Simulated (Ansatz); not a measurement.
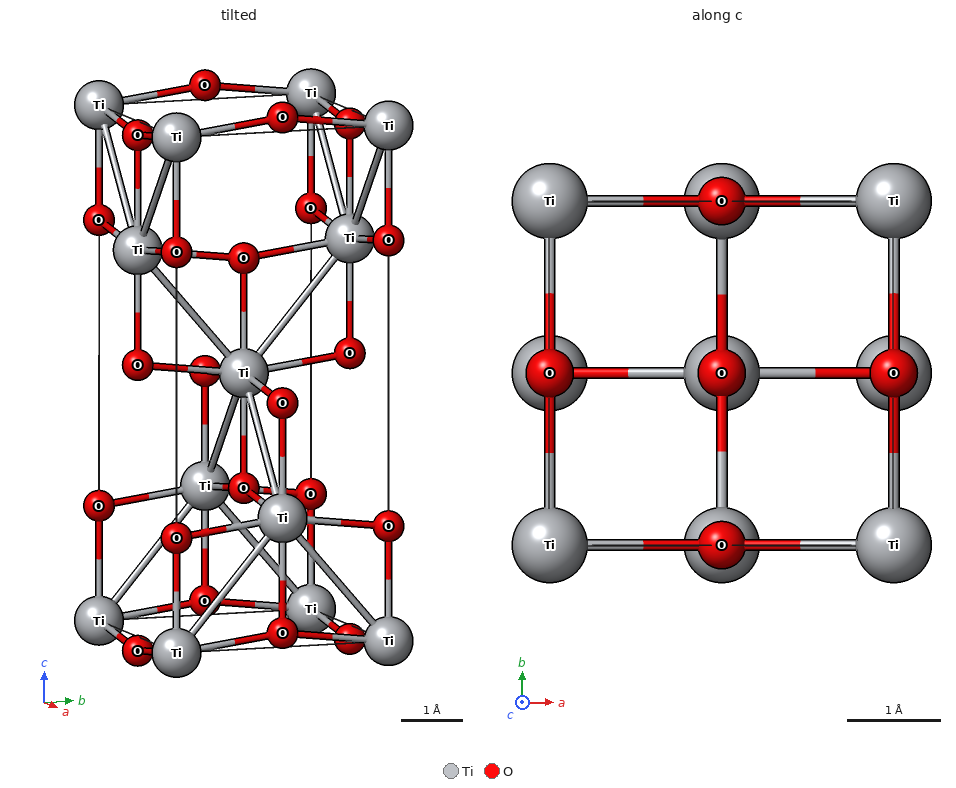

The image is a ball-and-stick drawing of a crystal, viewed slightly off an axis and along the c axis. Lines trace the edges of the conventional unit cell. Cell: a = 3.738 Å, b = 3.738 Å, c = 8.637 Å, α = 90.00°, β = 90.00°, γ = 90.00°.

Notes on the structure:

The structure is one of TiO₂. It is body-centred tetragonal, space group I4_1/amd (No. 141). Its structure type: anatase. Content of the cell: 4 Ti, 8 O (Z = 4). The coordination shell of Ti holds six O and four Ti (about 1.9 Å to O, 2.9 Å to Ti). O is linked to three Ti at about 1.9 Å. The bonds build a three-dimensional framework.

The model was built from a structure listed in the Materials Project. Earlier steps of the study may have refined or changed the cell and positions. Ansatz was used for an electronic-structure calculation on it.

At this level of theory the cell isn't at rest (compressed, at 30 GPa), so its distances can differ from those at equilibrium, the more so the softer the solid.
